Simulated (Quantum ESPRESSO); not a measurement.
# Magnetic state of KMnF3 from several starts, part 2 of 3

Wanted: the moments of KMnF3 and the energy of each order that was tried.

Quantum ESPRESSO 7.5; PBEsol; plane waves with GBRV 1.5 PBEsol potentials, no spin-orbit coupling.

So far, absolute magnetization (μB): step 2 (run 1, typed as ferro +) 5.01.

## 3. Start 2: antiferro q=(0,1/2,1/2) +−

This order needs a doubled cell of 10 atoms. The wavevector q is in fractions of the reciprocal vectors of the crystal's primitive cell, as the cells of these inputs are built from it; moments change sign between cells as cos(2π q·R).

Contents of pw.in:

```
&CONTROL
  calculation = 'scf'
  prefix = 'pwscf'
  outdir = './tmp'
  pseudo_dir = './pseudo'
  disk_io = 'nowf'
/
&SYSTEM
  ibrav = 0
  celldm(1) = 8
  nat = 10
  ntyp = 4
  ecutwfc = 40
  ecutrho = 280
  nbnd = 59
  occupations = 'smearing'
  smearing = 'fd'
  degauss = 0.00367493
  nspin = 2
  starting_magnetization(1) = 0
  starting_magnetization(2) = 0.3
  starting_magnetization(3) = -0.3
  starting_magnetization(4) = 0
/
&ELECTRONS
  conv_thr = 2d-08
  electron_maxstep = 150
  mixing_beta = 0.3
/
ATOMIC_SPECIES
K      39.0983 k_pbesol_v1.4.uspp.F.UPF
Mn1    54.9380 mn_pbesol_v1.5.uspp.F.UPF
Mn2    54.9380 mn_pbesol_v1.5.uspp.F.UPF
F      18.9984 f_pbesol_v1.4.uspp.F.UPF
CELL_PARAMETERS alat
   0.9895787067368    0.0000000000000    0.0000000000000
   0.0000000000000    1.9791574134737    0.0000000000000
   0.0000000000000    0.9895787067368    0.9895787067368
ATOMIC_POSITIONS crystal
K       0.5000000000    0.0000000000    0.5000000000
K       0.5000000000    0.5000000000    0.5000000000
Mn1     0.0000000000    0.0000000000    0.0000000000
Mn2     0.0000000000    0.5000000000    0.0000000000
F       0.5000000000    0.0000000000    0.0000000000
F       0.5000000000    0.5000000000    0.0000000000
F       0.0000000000    0.2500000000    0.0000000000
F       0.0000000000    0.7500000000    0.0000000000
F       0.0000000000    0.7500000000    0.5000000000
F       0.0000000000    0.2500000000    0.5000000000
K_POINTS automatic
6 3 6 0 0 0
```

The run is started by

```
OMP_NUM_THREADS=1 mpirun -n 4 pw.x -nk 4 -in pw.in > pw.out
```

The log of the run:

```text
[banner, memory and clock lines left out]
Program PWSCF v.7.5 starts

     Message from routine setup:
     using ibrav=0 with symmetry is DISCOURAGED, use correct ibrav instead

     bravais-lattice index     =            0
     lattice parameter (alat)  =       8.0000  a.u.
     unit-cell volume          =     992.3183 (a.u.)^3
     number of atoms/cell      =           10
     number of atomic types    =            4
     number of electrons       =        90.00
     number of Kohn-Sham states=           59
     kinetic-energy cutoff     =      40.0000  Ry
     charge density cutoff     =     280.0000  Ry
     scf convergence threshold =      2.0E-08
     mixing beta               =       0.3000
     number of iterations used =            8  plain     mixing
     Exchange-correlation= SLA  PW   PSX  PSC
                           (   1   4  10   8   0   0   0)

     celldm(1)=   8.000000  celldm(2)=   0.000000  celldm(3)=   0.000000
     celldm(4)=   0.000000  celldm(5)=   0.000000  celldm(6)=   0.000000

     crystal axes: (cart. coord. in units of alat)
               a(1) = (   0.989579   0.000000   0.000000 )
               a(2) = (   0.000000   1.979157   0.000000 )
               a(3) = (   0.000000   0.989579   0.989579 )

     reciprocal axes: (cart. coord. in units 2 pi/alat)
               b(1) = (  1.010531  0.000000  0.000000 )
               b(2) = (  0.000000  0.505266 -0.505266 )
               b(3) = (  0.000000  0.000000  1.010531 )

     PseudoPot. # 1 for K  read from file:
     k_pbesol_v1.4.uspp.F.UPF
     Pseudo is Ultrasoft + core correction, Zval =  9.0

     PseudoPot. # 2 for Mn read from file:
     mn_pbesol_v1.5.uspp.F.UPF
     Pseudo is Ultrasoft + core correction, Zval = 15.0

     PseudoPot. # 3 for Mn read from file:
     mn_pbesol_v1.5.uspp.F.UPF
     Pseudo is Ultrasoft + core correction, Zval = 15.0

     PseudoPot. # 4 for F  read from file:
     f_pbesol_v1.4.uspp.F.UPF
     Pseudo is Ultrasoft, Zval =  7.0

     atomic species   valence    mass     pseudopotential
     K                 9.00    39.09830     K ( 1.00)
     Mn1              15.00    54.93800     Mn( 1.00)
     Mn2              15.00    54.93800     Mn( 1.00)
     F                 7.00    18.99840     F ( 1.00)

     Starting magnetic structure
     atomic species   magnetization
     K               0.000
     Mn1             0.300
     Mn2            -0.300
     F               0.000

     16 Sym. Ops., with inversion, found

   Cartesian axes

     site n.     atom                  positions (alat units)
         1        K      tau(   1) = (   0.4947894   0.4947894   0.4947894  )
         2        K      tau(   2) = (   0.4947894   1.4843681   0.4947894  )
         3        Mn1    tau(   3) = (   0.0000000   0.0000000   0.0000000  )
         4        Mn2    tau(   4) = (   0.0000000   0.9895787   0.0000000  )
         5        F      tau(   5) = (   0.4947894   0.0000000   0.0000000  )
         6        F      tau(   6) = (   0.4947894   0.9895787   0.0000000  )
         7        F      tau(   7) = (   0.0000000   0.4947894   0.0000000  )
         8        F      tau(   8) = (   0.0000000   1.4843681   0.0000000  )
         9        F      tau(   9) = (   0.0000000   1.9791574   0.4947894  )
        10        F      tau(  10) = (   0.0000000   0.9895787   0.4947894  )

     number of k points=    24  Fermi-Dirac smearing, width (Ry)=  0.0037
                       cart. coord. in units 2pi/alat
        k(    1) = (   0.0000000   0.0000000   0.0000000), wk =   0.0092593
        k(    2) = (   0.0000000   0.0000000   0.1684218), wk =   0.0370370
        k(    3) = (   0.0000000   0.0000000   0.3368437), wk =   0.0370370
        k(    4) = (   0.0000000   0.0000000  -0.5052655), wk =   0.0092593
        k(    5) = (   0.0000000   0.1684218  -0.1684218), wk =   0.0370370
        [... 19 further k-points ...]

     Dense  grid:    78483 G-vectors     FFT dimensions: (  45,  90,  60)

     Smooth grid:    34035 G-vectors     FFT dimensions: (  32,  64,  45)

     Check: negative core charge=   -0.000025
     Generating pointlists ...
     new r_m :   0.2886 (alat units)  2.3091 (a.u.) for type    1
     new r_m :   0.2041 (alat units)  1.6328 (a.u.) for type    2
     new r_m :   0.2041 (alat units)  1.6328 (a.u.) for type    3
     new r_m :   0.2041 (alat units)  1.6328 (a.u.) for type    4

     Initial potential from superposition of free atoms

     starting charge      87.9925, renormalised to      90.0000
     Starting wfcs are   66 randomized atomic wfcs

     Self-consistent Calculation

     iteration #  1     ecut=    40.00 Ry     beta= 0.30
     Davidson diagonalization with overlap
     ethr =  1.00E-02,  avg # of iterations =  7.0

     Threshold (ethr) on eigenvalues was too large:
     Diagonalizing with lowered threshold

     Davidson diagonalization with overlap
     ethr =  8.46E-04,  avg # of iterations =  2.3

     total energy              =    -827.83846998 Ry
     estimated scf accuracy    <       0.79957106 Ry

     total magnetization       =     0.00 Bohr mag/cell
     absolute magnetization    =     9.48 Bohr mag/cell

     iteration #  2     ecut=    40.00 Ry     beta= 0.30
     Davidson diagonalization with overlap
     ethr =  8.88E-04,  avg # of iterations =  2.1

     total energy              =    -827.96787727 Ry
     estimated scf accuracy    <       0.07924728 Ry

     total magnetization       =    -0.00 Bohr mag/cell
     absolute magnetization    =     9.55 Bohr mag/cell

     [... further iterations left out ...]

     iteration # 10     ecut=    40.00 Ry     beta= 0.30
     Davidson diagonalization with overlap
     ethr =  2.52E-10,  avg # of iterations =  4.0

     negative rho (up, down):  4.697E-04 4.697E-04

     total energy              =    -827.98308840 Ry
     estimated scf accuracy    <       0.00000021 Ry

     total magnetization       =    -0.00 Bohr mag/cell
     absolute magnetization    =     9.61 Bohr mag/cell

     iteration # 11     ecut=    40.00 Ry     beta= 0.30
     Davidson diagonalization with overlap
     ethr =  2.29E-10,  avg # of iterations =  3.1

     negative rho (up, down):  4.696E-04 4.696E-04

     Magnetic moment per site  (integrated on atomic sphere of radius R)
     atom   1 (R=0.289)  charge=  7.7089  magn= -0.0000
     atom   2 (R=0.289)  charge=  7.7089  magn=  0.0000
     atom   3 (R=0.204)  charge= 12.3483  magn=  4.1104
     atom   4 (R=0.204)  charge= 12.3483  magn= -4.1104
     atom   5 (R=0.204)  charge=  6.6667  magn=  0.0737
     atom   6 (R=0.204)  charge=  6.6667  magn= -0.0737
     atom   7 (R=0.204)  charge=  6.6659  magn= -0.0000
     atom   8 (R=0.204)  charge=  6.6659  magn= -0.0000
     atom   9 (R=0.204)  charge=  6.6660  magn= -0.0000
     atom  10 (R=0.204)  charge=  6.6660  magn= -0.0000

     End of self-consistent calculation

     [... lines left out ...]
     the Fermi energy is     7.9245 ev

!    total energy              =    -827.98308854 Ry
     estimated scf accuracy    <          5.6E-09 Ry
     smearing contrib. (-TS)   =      -0.00000000 Ry
     internal energy E=F+TS    =    -827.98308854 Ry

     The total energy is F=E-TS. E is the sum of the following terms:
     one-electron contribution =    -496.23369562 Ry
     hartree contribution      =     288.29958237 Ry
     xc contribution           =    -126.47775197 Ry
     ewald contribution        =    -493.57122332 Ry

     total magnetization       =     0.00 Bohr mag/cell
     absolute magnetization    =     9.61 Bohr mag/cell

     convergence has been achieved in  11 iterations
```

The job ended after 54 s (4 MPI ranks of AMD EPYC 9R14 (Zen 4), shared host; peak memory 0.75 GiB).

Spin moment in the atom's sphere by atom:

| atom | spin moment in the atom's sphere (μB) |
| --- | --- |
| K1 | 0.00 |
| K2 | 0.00 |
| Mn3 | 4.11 |
| Mn4 | -4.11 |
| F5 | 0.07 |
| F6 | -0.07 |
| F7 | 0.00 |
| F8 | 0.00 |
| F9 | 0.00 |
| F10 | 0.00 |

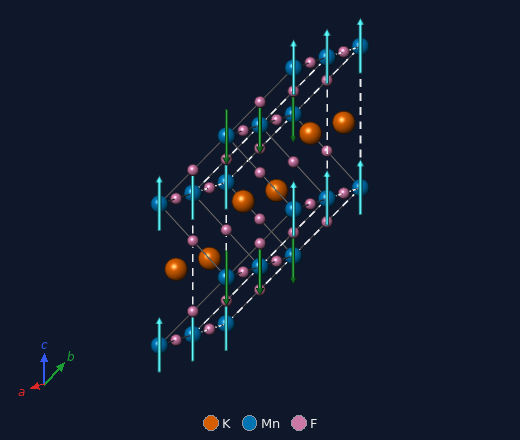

Spin moment in the atom's sphere as arrows, the longest 4.11 μB. Up and down stand for the sign. Arrows give size and sign along the axis of quantisation, drawn up and down the page. The two directions have two colours. 2×1×1 cells are drawn. Some periodic images of atoms are drawn too.

This step gave:

| Quantity | Value |
| --- | --- |
| smearing term TS | 2.70e-9 eV |
| magnetization | 0 μB |
| absolute magnetization | 9.613 μB |
| final state | antiferromagnetic |

## 4. Start 3: antiferro q=(1/2,1/2,1/2) +−

The cell is doubled to 10 atoms to hold this order.

Contents of pw.in:

```
&CONTROL
  calculation = 'scf'
  prefix = 'pwscf'
  outdir = './tmp'
  pseudo_dir = './pseudo'
  disk_io = 'nowf'
/
&SYSTEM
  ibrav = 0
  celldm(1) = 8
  nat = 10
  ntyp = 4
  ecutwfc = 40
  ecutrho = 280
  nbnd = 59
  occupations = 'smearing'
  smearing = 'fd'
  degauss = 0.00367493
  nspin = 2
  starting_magnetization(1) = 0
  starting_magnetization(2) = 0.3
  starting_magnetization(3) = -0.3
  starting_magnetization(4) = 0
/
&ELECTRONS
  conv_thr = 2d-08
  electron_maxstep = 150
  mixing_beta = 0.3
/
ATOMIC_SPECIES
K      39.0983 k_pbesol_v1.4.uspp.F.UPF
Mn1    54.9380 mn_pbesol_v1.5.uspp.F.UPF
Mn2    54.9380 mn_pbesol_v1.5.uspp.F.UPF
F      18.9984 f_pbesol_v1.4.uspp.F.UPF
CELL_PARAMETERS alat
   1.9791574134737    0.0000000000000    0.0000000000000
   0.9895787067368    0.9895787067368    0.0000000000000
   0.9895787067368    0.0000000000000    0.9895787067368
ATOMIC_POSITIONS crystal
K       0.7500000000    0.5000000000    0.5000000000
K       0.2500000000    0.5000000000    0.5000000000
Mn1     0.0000000000    0.0000000000    0.0000000000
Mn2     0.5000000000    0.0000000000    0.0000000000
F       0.2500000000    0.0000000000    0.0000000000
F       0.7500000000    0.0000000000    0.0000000000
F       0.7500000000    0.5000000000    0.0000000000
F       0.2500000000    0.5000000000    0.0000000000
F       0.7500000000    0.0000000000    0.5000000000
F       0.2500000000    0.0000000000    0.5000000000
K_POINTS automatic
3 6 6 0 0 0
```

The log of the run:

```text
     [... lines left out ...]
Program PWSCF v.7.5 starts
     [... lines left out ...]
     number of atoms/cell      =           10
     [... lines left out ...]
     number of electrons       =        90.00
     number of Kohn-Sham states=           59
     kinetic-energy cutoff     =      40.0000  Ry
     charge density cutoff     =     280.0000  Ry
     scf convergence threshold =      2.0E-08
     [... lines left out ...]
     48 Sym. Ops., with inversion, found
     [... lines left out ...]
     number of k points=    10  Fermi-Dirac smearing, width (Ry)=  0.0037
     [... lines left out ...]
     iteration # 11     ecut=    40.00 Ry     beta= 0.30
     [... lines left out ...]
     Magnetic moment per site  (integrated on atomic sphere of radius R)
     atom   1 (R=0.289)  charge=  7.7089  magn=  0.0000
     atom   2 (R=0.289)  charge=  7.7089  magn=  0.0000
     atom   3 (R=0.204)  charge= 12.3506  magn=  4.0920
     atom   4 (R=0.204)  charge= 12.3506  magn= -4.0920
     atom   5 (R=0.204)  charge=  6.6655  magn= -0.0000
     atom   6 (R=0.204)  charge=  6.6655  magn= -0.0000
     atom   7 (R=0.204)  charge=  6.6655  magn= -0.0000
     atom   8 (R=0.204)  charge=  6.6655  magn= -0.0000
     atom   9 (R=0.204)  charge=  6.6655  magn= -0.0000
     atom  10 (R=0.204)  charge=  6.6655  magn= -0.0000
     [... lines left out ...]
     the Fermi energy is     7.7448 ev
!    total energy              =    -827.98676743 Ry
     estimated scf accuracy    <          8.6E-09 Ry
     smearing contrib. (-TS)   =      -0.00000000 Ry
     [... lines left out ...]
     total magnetization       =     0.00 Bohr mag/cell
     absolute magnetization    =     9.43 Bohr mag/cell
     convergence has been achieved in  11 iterations
```

Wall time 31 s (4 MPI ranks); peak memory 0.85 GiB; 2.1 min of CPU time.

Spin moment in the atom's sphere by atom:

| atom | spin moment in the atom's sphere (μB) |
| --- | --- |
| K1 | 0.00 |
| K2 | 0.00 |
| Mn3 | 4.09 |
| Mn4 | -4.09 |
| F5 | 0.00 |
| F6 | 0.00 |
| F7 | 0.00 |
| F8 | 0.00 |
| F9 | 0.00 |
| F10 | 0.00 |

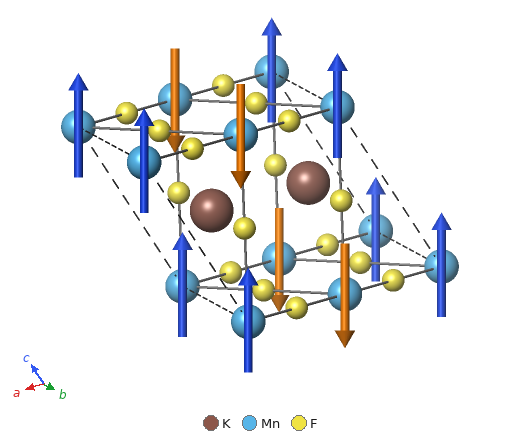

Spin moment in the atom's sphere as arrows, the longest 4.09 μB. Up and down stand for the sign. Arrows give size and sign along the axis of quantisation, drawn up and down the page. The two directions have two colours. Some periodic images of atoms are drawn too.

This step gave:

```yaml
smearing_term_ts: 4.02e-11 eV
magnetization: 0 μB
absolute_magnetization: 9.434 μB
final_state: antiferromagnetic
```

## 5. Run 4, typed as no spin polarisation

Contents of pw.in:

```
&CONTROL
  calculation = 'scf'
  prefix = 'pwscf'
  outdir = './tmp'
  pseudo_dir = './pseudo'
  disk_io = 'nowf'
/
&SYSTEM
  ibrav = 0
  celldm(1) = 8
  nat = 5
  ntyp = 3
  ecutwfc = 40
  ecutrho = 280
  nbnd = 32
  occupations = 'smearing'
  smearing = 'fd'
  degauss = 0.00367493
/
&ELECTRONS
  conv_thr = 1d-08
  electron_maxstep = 150
  mixing_beta = 0.3
/
ATOMIC_SPECIES
K      39.0983 k_pbesol_v1.4.uspp.F.UPF
Mn     54.9380 mn_pbesol_v1.5.uspp.F.UPF
F      18.9984 f_pbesol_v1.4.uspp.F.UPF
CELL_PARAMETERS alat
   0.9895787067368    0.0000000000000    0.0000000000000
   0.0000000000000    0.9895787067368    0.0000000000000
   0.0000000000000    0.0000000000000    0.9895787067368
ATOMIC_POSITIONS crystal
K       0.5000000000    0.5000000000    0.5000000000
Mn      0.0000000000    0.0000000000    0.0000000000
F       0.5000000000    0.0000000000    0.0000000000
F       0.0000000000    0.5000000000    0.0000000000
F       0.0000000000    0.0000000000    0.5000000000
K_POINTS automatic
6 6 6 0 0 0
```

The log of the run:

```text
     [... lines left out ...]
Program PWSCF v.7.5 starts
     [... lines left out ...]
     number of atoms/cell      =            5
     [... lines left out ...]
     number of electrons       =        45.00
     number of Kohn-Sham states=           32
     kinetic-energy cutoff     =      40.0000  Ry
     charge density cutoff     =     280.0000  Ry
     scf convergence threshold =      1.0E-08
     [... lines left out ...]
     48 Sym. Ops., with inversion, found
     [... lines left out ...]
     number of k points=    20  Fermi-Dirac smearing, width (Ry)=  0.0037
     [... lines left out ...]
     iteration #  9     ecut=    40.00 Ry     beta= 0.30
     [... lines left out ...]
     the Fermi energy is     7.0524 ev
!    total energy              =    -413.77082396 Ry
     estimated scf accuracy    <          8.6E-09 Ry
     smearing contrib. (-TS)   =      -0.00599965 Ry
     [... lines left out ...]
     convergence has been achieved in   9 iterations
```

Wall time 4.6 s (4 MPI ranks); peak memory 0.42 GiB.

Read from the output:

```
smearing term TS : 0.08163 eV
final state      : non-magnetic (no spin polarisation)
```

## 6. Ranking

An order is kept where moments of 0.15 μB or more survive with the typed signs; meshes match where a doubled cell samples the same k points as the first cell.

Orders:

| start | final state | typed order kept | energy over the lowest (meV a seeded atom) | largest site moment (μB) | net moment (μB a cell of the first run) | mesh matched | CPU time (s) |
| --- | --- | --- | --- | --- | --- | --- | --- |
| ferro + | ferromagnetic | yes | 83.01 | 4.153 | 5 | yes | 35.81 |
| antiferro q=(0,1/2,1/2) +- | antiferromagnetic | yes | 25.03 | 4.11 | 0 | yes | 213.2 |
| antiferro q=(1/2,1/2,1/2) +- | antiferromagnetic | yes | 0 | 4.092 | 0 | yes | 123.3 |
| no spin polarisation | non-magnetic | - | 3028 | 0 | 0 | yes | 17.34 |

## 7. Couplings from the energies

E = −Σ J e·e over ordered pairs of unit vectors, so each pair counts twice. As many shells are taken as there are differences of energy, so the couplings are solved for and no residual tests the model; further shells are folded in, and shells whose pairs keep their relative signs in all orders cancel and are not probed. Couplings from the energies:

| pair | distance (Å) | neighbours an atom | J (meV) |
| --- | --- | --- | --- |
| Mn-Mn | 4.189 | 6 | -6.917 |
| Mn-Mn | 5.925 | 12 | -0.1651 |

## 8. The lowest state again, with its states saved

Contents of pw.in:

```
&CONTROL
  calculation = 'scf'
  prefix = 'pwscf'
  outdir = './tmp'
  pseudo_dir = './pseudo'
  disk_io = 'low'
/
&SYSTEM
  ibrav = 0
  celldm(1) = 8
  nat = 10
  ntyp = 4
  ecutwfc = 40
  ecutrho = 280
  nbnd = 63
  occupations = 'smearing'
  smearing = 'fd'
  degauss = 0.00367493
  nspin = 2
  starting_magnetization(1) = 0
  starting_magnetization(2) = 0.3
  starting_magnetization(3) = -0.3
  starting_magnetization(4) = 0
/
&ELECTRONS
  conv_thr = 2d-08
  electron_maxstep = 150
  mixing_beta = 0.3
/
ATOMIC_SPECIES
K      39.0983 k_pbesol_v1.4.uspp.F.UPF
Mn1    54.9380 mn_pbesol_v1.5.uspp.F.UPF
Mn2    54.9380 mn_pbesol_v1.5.uspp.F.UPF
F      18.9984 f_pbesol_v1.4.uspp.F.UPF
CELL_PARAMETERS alat
   1.9791574134737    0.0000000000000    0.0000000000000
   0.9895787067368    0.9895787067368    0.0000000000000
   0.9895787067368    0.0000000000000    0.9895787067368
ATOMIC_POSITIONS crystal
K       0.7500000000    0.5000000000    0.5000000000
K       0.2500000000    0.5000000000    0.5000000000
Mn1     0.0000000000    0.0000000000    0.0000000000
Mn2     0.5000000000    0.0000000000    0.0000000000
F       0.2500000000    0.0000000000    0.0000000000
F       0.7500000000    0.0000000000    0.0000000000
F       0.7500000000    0.5000000000    0.0000000000
F       0.2500000000    0.5000000000    0.0000000000
F       0.7500000000    0.0000000000    0.5000000000
F       0.2500000000    0.0000000000    0.5000000000
K_POINTS automatic
3 6 6 0 0 0
```

The log of the run:

```text
     [... lines left out ...]
Program PWSCF v.7.5 starts
     [... lines left out ...]
     number of atoms/cell      =           10
     [... lines left out ...]
     number of electrons       =        90.00
     number of Kohn-Sham states=           63
     kinetic-energy cutoff     =      40.0000  Ry
     charge density cutoff     =     280.0000  Ry
     scf convergence threshold =      2.0E-08
     [... lines left out ...]
     48 Sym. Ops., with inversion, found
     [... lines left out ...]
     number of k points=    10  Fermi-Dirac smearing, width (Ry)=  0.0037
     [... lines left out ...]
     iteration # 11     ecut=    40.00 Ry     beta= 0.30
     [... lines left out ...]
     Magnetic moment per site  (integrated on atomic sphere of radius R)
     atom   1 (R=0.289)  charge=  7.7089  magn=  0.0000
     atom   2 (R=0.289)  charge=  7.7089  magn=  0.0000
     atom   3 (R=0.204)  charge= 12.3506  magn=  4.0920
     atom   4 (R=0.204)  charge= 12.3506  magn= -4.0920
     atom   5 (R=0.204)  charge=  6.6655  magn= -0.0000
     atom   6 (R=0.204)  charge=  6.6655  magn= -0.0000
     atom   7 (R=0.204)  charge=  6.6655  magn= -0.0000
     atom   8 (R=0.204)  charge=  6.6655  magn= -0.0000
     atom   9 (R=0.204)  charge=  6.6655  magn= -0.0000
     atom  10 (R=0.204)  charge=  6.6655  magn= -0.0000
     [... lines left out ...]
     the Fermi energy is     7.7236 ev
!    total energy              =    -827.98676744 Ry
     estimated scf accuracy    <          8.3E-10 Ry
     smearing contrib. (-TS)   =      -0.00000000 Ry
     [... lines left out ...]
     total magnetization       =     0.00 Bohr mag/cell
     absolute magnetization    =     9.43 Bohr mag/cell
     convergence has been achieved in  11 iterations
```

Run time: 32 s. Hardware: 4 MPI ranks; peak memory 0.88 GiB.

Numbers from this step:

```yaml
smearing_term_ts: 3.40e-11 eV
magnetization: 0 μB
absolute_magnetization: 9.434 μB
final_state: antiferromagnetic
largest_moment: 4.092 μB
```

(Continued in part 3 of 3.)

[Logs and program files are shortened in this print: banners, set-up blocks, solver, clock and traceback lines can be left out without a mark of their own.]

[Logs are printed without paths, hosts, clocks, repeated set-up lines and the standing remarks that a program may print on its own settings, such as how far it seeks lower states.]

[Hosts, paths, dates, database ids (printed as entryN), source tags and the programs' standing remarks are cut or masked in the printed files.]

[Where a cell is said to come from a database of computed structures, the database is the Materials Project.]
